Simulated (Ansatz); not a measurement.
The relaxed structure here is a generated cell of Cu2O: the first start was made by placing the elements on the sites of a structure type, and the end was not matched to a known phase here, so it may be hypothetical. Known forms of Cu2O include space group No. 224.

The end point of a relaxation of Cu₂O. Space group Pnma (No. 62). The numbers are results of PBEsol (plane waves to 420 eV, PAW, scalar-relativistic; Ansatz, a first-principles code), not measurements.

```xyz
12
Lattice="6.8573 0.0000 0.0000 0.0000 3.7323 0.0000 0.0000 0.0000 5.3508" Properties=species:S:1:pos:R:3 pbc="T T T"
Cu     1.4700     2.7992     1.8686
Cu     4.8986     2.7992     0.8068
Cu     5.3873     0.9331     3.4822
Cu     1.9586     0.9331     4.5441
Cu     3.5944     2.7992     3.6256
Cu     0.1657     2.7992     4.4006
Cu     3.2629     0.9331     1.7252
Cu     6.6915     0.9331     0.9502
O      5.4706     2.7992     3.3139
O      2.0420     2.7992     4.7124
O      1.3867     0.9331     2.0370
O      4.8153     0.9331     0.6384
```

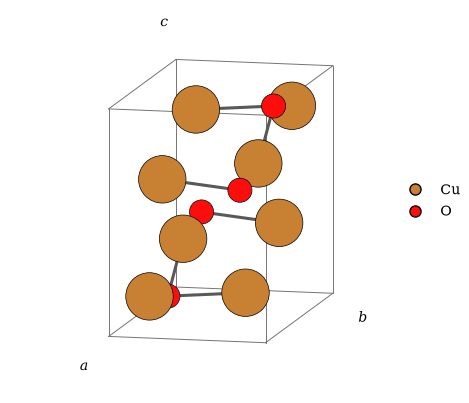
The conventional cell of the relaxed structure

For Cu2O, the volume per atom is 11.41 Å³ and the density is 6.94 g/cm³. The band gap is 0.41 eV, indirect (valence top at k = (0, 0.4286, 0.4), conduction bottom at Γ) (no spin-orbit coupling) and the smallest direct gap comes out as 0.79 eV at k = (0, 0.4286, 0.4). The shortest distances is Cu–O 1.88 Å; Cu–Cu 2.59 Å; O–O 3.33 Å and the k-mesh comes out as 4×7×5.

Band energies at high-symmetry points (eV from the VBM; labels of this space group; no spin-orbit coupling), from −5 eV up to 5.4 eV:

| point | energies |
|---|---|
| Γ | -4.99 -4.07 -3.79 -3.75 -3.63 -3.51 -3.27 -3.26 -3.13 -2.84 -2.68 -2.61 -2.59 -2.56 -2.52 -2.41 -2.34 -2.32 -2.27 -2.22 -2.22 -2.12 -1.96 -1.88 -1.84 -1.81 -1.78 -1.68 -1.64 -1.58 -1.57 -1.53 -1.46 -1.38 -1.35 -1.27 -1.26 -1.11 -1.08 -0.98 -0.95 -0.42 0.41 2.09 2.14 3.48 3.73 4.24 4.83 |
| X | -4.53 -4.53 -4.02 -4.02 -3.43 -3.43 -3.14 -3.14 -2.94 -2.94 -2.88 -2.88 -2.66 -2.66 -2.49 -2.49 -2.24 -2.24 -2.13 -2.13 -1.92 -1.92 -1.89 -1.89 -1.78 -1.78 -1.72 -1.72 -1.54 -1.54 -1.48 -1.48 -1.35 -1.35 -1.20 -1.20 -1.17 -1.17 -1.13 -1.13 -0.87 -0.87 1.05 1.05 2.58 2.58 4.39 4.39 5.05 5.05 |
| S | -3.32 -3.32 -3.32 -3.32 -2.72 -2.72 -2.72 -2.72 -2.61 -2.61 -2.61 -2.61 -2.39 -2.39 -2.39 -2.39 -2.03 -2.03 -2.03 -2.03 -1.87 -1.87 -1.87 -1.87 -1.64 -1.64 -1.64 -1.64 -1.20 -1.20 -1.20 -1.20 -0.65 -0.65 -0.65 -0.65 -0.31 -0.31 -0.31 -0.31 1.85 1.85 1.85 1.85 5.17 5.17 5.17 5.17 |
| Y | -3.63 -3.63 -3.11 -3.11 -2.87 -2.87 -2.78 -2.78 -2.63 -2.63 -2.59 -2.59 -2.20 -2.20 -2.17 -2.17 -2.14 -2.14 -2.02 -2.02 -1.90 -1.90 -1.83 -1.83 -1.68 -1.68 -1.58 -1.58 -1.32 -1.32 -1.04 -1.04 -0.85 -0.85 -0.59 -0.59 -0.47 -0.47 -0.34 -0.34 1.34 1.34 2.53 2.53 4.60 4.60 |
| Z | -4.05 -4.05 -3.37 -3.37 -3.33 -3.33 -2.74 -2.74 -2.70 -2.70 -2.57 -2.57 -2.38 -2.38 -2.34 -2.34 -2.22 -2.22 -2.05 -2.05 -1.96 -1.96 -1.78 -1.78 -1.66 -1.66 -1.55 -1.55 -1.44 -1.44 -1.32 -1.32 -1.27 -1.27 -1.25 -1.25 -1.03 -1.03 -0.56 -0.56 0.95 0.95 2.91 2.91 3.67 3.67 |
| U | -4.97 -4.97 -3.99 -3.99 -3.48 -3.48 -3.19 -3.19 -2.97 -2.97 -2.70 -2.70 -2.68 -2.68 -2.23 -2.23 -2.14 -2.14 -2.10 -2.10 -2.05 -2.05 -1.96 -1.96 -1.77 -1.77 -1.61 -1.61 -1.52 -1.52 -1.43 -1.43 -1.29 -1.29 -1.19 -1.19 -1.12 -1.12 -1.12 -1.12 -0.95 -0.95 1.53 1.53 1.82 1.82 5.06 5.06 |
| R | -3.28 -3.28 -3.28 -3.28 -2.66 -2.66 -2.66 -2.66 -2.54 -2.54 -2.54 -2.54 -2.27 -2.27 -2.27 -2.27 -2.05 -2.05 -2.05 -2.05 -1.78 -1.78 -1.78 -1.78 -1.55 -1.55 -1.55 -1.55 -1.34 -1.34 -1.34 -1.34 -0.66 -0.66 -0.66 -0.66 -0.23 -0.23 -0.23 -0.23 1.69 1.69 1.69 1.69 4.38 4.38 4.38 4.38 |
| T | -3.37 -3.37 -3.18 -3.18 -2.83 -2.83 -2.73 -2.73 -2.61 -2.61 -2.48 -2.48 -2.39 -2.39 -2.20 -2.20 -2.15 -2.15 -2.07 -2.07 -1.69 -1.69 -1.66 -1.66 -1.53 -1.53 -1.50 -1.50 -1.44 -1.44 -1.06 -1.06 -0.73 -0.73 -0.57 -0.57 -0.21 -0.21 -0.21 -0.21 0.67 0.67 2.94 2.94 3.22 3.22 5.12 5.12 |

No spin polarisation in the result. No Hubbard U is applied.

The run could not lose the symmetry of its start: the end is stationary, and may be a saddle point rather than a minimum.
